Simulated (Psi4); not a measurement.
# [NH2]− (SMILES [NH2-]): CCSD(T)/aug-cc-pVTZ

What is the energy change on altering one bond length of [NH2]− at CCSD(T)/aug-cc-pVTZ? 

The results are computed with Psi4 1.11.

5 further runs of the same task are left out: 2 that didn't finish, 3 set aside as unsound or not needed.

### 1 The molecule

[NH2]−: 3 atoms, total charge -1, spin state singlet. SMILES: `[NH2-]`. The coordinates come from a PBE0-D4/def2-TZVPD relaxation.

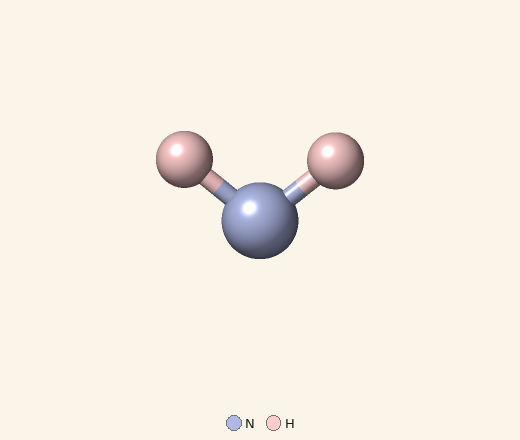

Viewed from a chosen angle; nitrogen light blue, hydrogen pink.

### 2 A single-point energy at CCSD(T)/aug-cc-pVTZ

input.dat reads:

```
memory 1.6 GB

molecule {
  -1 1
  N      0.342200    -0.203000     0.168700
  H      0.125500     0.801200     0.156000
  H     -0.467700    -0.598200    -0.324700
  symmetry c1
}

set basis aug-cc-pVTZ
set puream true
set e_convergence 1e-09
set d_convergence 1e-08
set scf_type pk
set num_frozen_docc 1

energy_value, wavefunction = energy('ccsd(t)', return_wfn=True)
```

Launch:

```
$ psi4 -i input.dat -o output.dat -n 1
```

output.dat, cut to the lines that bear on the results:

```text
[...]
  Running in c1 symmetry.
[...]
  Nuclear repulsion =    7.542852415995356
[...]
  Multiplicity = 1
[...]
  Nalpha       = 5
  Nbeta        = 5
[...]
    Number of basis functions: 92
[...]
   @RHF iter   1:   -55.32257566937351   -5.00418e-01   7.29603e-03 ADIIS/DIIS
[...]
   @RHF iter  11:   -55.54843411980589   -5.08749e-12   2.80518e-09 DIIS
[...]
    Orbital Energies [Eh]
    ---------------------
    Doubly Occupied:
       1A    -15.225902     2A     -0.760625     3A     -0.289697
       4A     -0.142970     5A     -0.049041
[...]
  @RHF Final Energy:   -55.54843411980589
   => Energetics <=
    Nuclear Repulsion Energy =              7.5428524159953563
    One-Electron Energy =                 -93.2461025692188201
    Two-Electron Energy =                  30.1548160334175783
    Total Energy =                        -55.5484341198058900
[...]
 Multipole Moments:
 ------------------------------------------------------------------------------------
     Multipole            Electronic (a.u.)      Nuclear  (a.u.)        Total (a.u.)
 ------------------------------------------------------------------------------------
 L = 1.  Multiply by 2.5417464519 to convert [e a0] to [Debye]
 Dipole X            :          0.4156562           -0.9370214           -0.5213652
 Dipole Y            :         -0.2223991            0.5013879            0.2789888
 Dipole Z            :         -0.0000000           -0.0000000           -0.0000000
 Magnitude           :                                                    0.5913176
[...]
      * MP2 total energy                      =  -55.809441946079829
[...]
      * CCSD total energy                     =  -55.812088524352305
[...]
      * CCSD(T) total energy                  =  -55.824288898382846
[...]
```

Wall time 60 s (1 thread of Intel Xeon at 2.50GHz (Skylake/Cascade Lake), shared host); peak memory 1.1 GiB.

### 3 The distorted shape, same level

h2n.xyz reads:

```xyz
3
H2N
N      0.374704    -0.353627     0.170605
H      0.125500     0.801200     0.156000
H     -0.435196    -0.748827    -0.322795
```

h2n.py reads:

```python
import psi4

psi4.set_memory('1600 MB')
psi4.set_num_threads(1)
psi4.core.set_output_file('output.dat', False)

with open('h2n.xyz') as f:
    atoms = ''.join(f.readlines()[2:])
geom = psi4.geometry('-1 1\n' + atoms + 'symmetry c1')

psi4.set_options(dict(basis='aug-cc-pVTZ', puream=True, e_convergence=1e-09, d_convergence=1e-08, scf_type='pk', num_frozen_docc=1))

e, wfn = psi4.energy('ccsd(t)', molecule=geom, return_wfn=True)
print(f'total energy {e:.8f} hartree = {e * 27.211386:.5f} eV')
```

Launch:

```
$ python h2n.py
```

output.dat, cut to the lines that bear on the results:

```text
[...]
  Running in c1 symmetry.
[...]
  Nuclear repulsion =    7.048926975365097
[...]
  Multiplicity = 1
[...]
  Nalpha       = 5
  Nbeta        = 5
[...]
    Number of basis functions: 92
[...]
   @RHF iter   1:   -55.30247679098211   -5.52858e-01   7.22768e-03 DIIS/ADIIS
[...]
   @RHF iter  12:   -55.53283618423648   -3.88667e-12   3.21459e-09 DIIS
[...]
    Orbital Energies [Eh]
    ---------------------
    Doubly Occupied:
       1A    -15.248019     2A     -0.739456     3A     -0.266290
       4A     -0.141136     5A     -0.055344
[...]
  @RHF Final Energy:   -55.53283618423648
   => Energetics <=
    Nuclear Repulsion Energy =              7.0489269753650969
    One-Electron Energy =                 -92.2630367872912984
    Two-Electron Energy =                  29.6812736276897233
    Total Energy =                        -55.5328361842364870
[...]
 Multipole Moments:
 ------------------------------------------------------------------------------------
     Multipole            Electronic (a.u.)      Nuclear  (a.u.)        Total (a.u.)
 ------------------------------------------------------------------------------------
 L = 1.  Multiply by 2.5417464519 to convert [e a0] to [Debye]
 Dipole X            :          0.4859738           -0.9610595           -0.4750857
 Dipole Y            :         -0.4991000            0.6253987            0.1262987
 Dipole Z            :         -0.0000000            0.0000000           -0.0000000
 Magnitude           :                                                    0.4915870
[...]
      * MP2 total energy                      =  -55.796801588805160
[...]
      * CCSD total energy                     =  -55.799858067827820
[...]
      * CCSD(T) total energy                  =  -55.812814012978045
```

The script printed:

```text
total energy -55.81281401 hartree = -1518.74403 eV
```

Run time: 52 s. Hardware: 1 thread of Intel Xeon at 2.50GHz (Skylake/Cascade Lake), shared host; peak memory 1.1 GiB.

### 4 What came out

At CCSD(T)/aug-cc-pVTZ, 1 core orbital frozen:

| quantity | value |
| --- | --- |
| first shape: total energy | -55.82429 Eh |
| first shape: HOMO energy (Hartree–Fock orbitals) | -1.33 eV |
| first shape: LUMO energy (Hartree–Fock orbitals) | 4.50 eV |
| first shape: HOMO–LUMO gap (to an unbound level, set by the basis) | 5.83 eV |
| first shape: correlation energy (1 core orbital frozen) | -275.9 mEh |
| first shape: (T) correction | -12.20 mEh |
| first shape: T1 diagnostic | 0.017 |
| distorted shape: total energy | -55.81281 Eh |
| distorted shape: HOMO energy (Hartree–Fock orbitals) | -1.51 eV |
| distorted shape: LUMO energy (Hartree–Fock orbitals) | 4.50 eV |
| distorted shape: HOMO–LUMO gap (to an unbound level, set by the basis) | 6.01 eV |
| distorted shape: correlation energy (1 core orbital frozen) | -280.0 mEh |
| distorted shape: (T) correction | -12.96 mEh |
| distorted shape: T1 diagnostic | 0.020 |
| energy change with the N1–H2 bond stretched from 1.027 to 1.181 Å | 0.312 eV |

With the N1–H2 bond stretched from 1.027 to 1.181 Å the energy rises by 0.31 eV (7.2 kcal/mol). The first shape isn't relaxed at this level, so the change isn't measured from a minimum. The triples (first shape) make up 4.4 % of the correlation energy. The triples (distorted shape) make up 4.6 % of the correlation energy.
